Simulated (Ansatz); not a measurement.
**H4OSiTe: small, medium and large basis sets**

Aim: see how fast density functionals converge with the basis set for H4OSiTe.

Computed with Ansatz 0.2.0, Gaussian basis. Level: one geometry, several basis sets.

Levels to be run: PBE0-D4/def2-SVP; ωB97M-V/def2-SVP; PBE0-D4/def2-QZVPP; ωB97M-V/def2-QZVPP; the functionals' def2-TZVPP values are taken from earlier runs.

### 1 Structure used throughout

The geometry comes from an earlier relaxation with PBE0-D4 in a triple-zeta def2 set; it is a stationary point, not always the lowest conformer. Te takes the def2 core potential; no spin-orbit term is included.

SMILES `O[SiH2][TeH]`, 7 atoms, charge 0, spin multiplicity 1.

Atoms are counted from 1 here; the program's logs count them from 0.

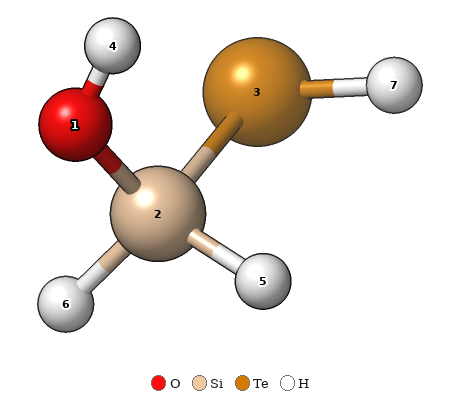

The structure; oxygen red, silicon light orange, tellurium orange, hydrogen white; atoms are numbered from 1 in the order of the file.

### 2 PBE0-D4 in def2-SVP

Contents of in.yaml:

```yaml
crystal:
  periodic: [false, false, false]
  atoms:
    - {symbol: O, position_ang: [-1.598342, -0.072525, -0.491534]}
    - {symbol: Si, position_ang: [-0.203671, 0.570134, 0.093301]}
    - {symbol: Te, position_ang: [1.236499, -1.090078, 1.282244]}
    - {symbol: H, position_ang: [-1.540906, -0.919045, -0.937821]}
    - {symbol: H, position_ang: [0.635298, 1.155771, -0.982327]}
    - {symbol: H, position_ang: [-0.621964, 1.598412, 1.069844]}
    - {symbol: H, position_ang: [2.154484, -1.310669, -0.079406]}
basis:
  gaussian: {orbitals: def2-SVP}
hamiltonian: {xc: pbe0, dispersion: d4}
output: {orbitals: {seedname: orbitals}}
```

On the command line:

```bash
> ansatz run in.yaml --threads 2 --pin off --events-out ev --progress --plain --max-ram 4352MiB
```

The runs that follow: ωB97M-V in def2-SVP; PBE0-D4 in def2-QZVPP; ωB97M-V in def2-QZVPP.

Q: Predict the results of all the runs planned. Wanted: PBE0-D4: double and triple zeta above quadruple; ωB97M-V: double and triple zeta above quadruple.

The runs gave:

| quantity | value |
| --- | --- |
| PBE0-D4: double and triple zeta above quadruple | 6.36, 0.45 eV |
| ωB97M-V: double and triple zeta above quadruple | 6.46, 0.43 eV |

**Reading.** PBE0-D4 gains 5.91 eV from double to triple zeta, then 0.45 eV more. Total energies overstate the basis error of differences, where much of it tends to cancel. The LUMO of ωB97M-V is positive and keeps falling with the basis (1.47 to 0.94 eV): an unbound level that the basis holds in place.
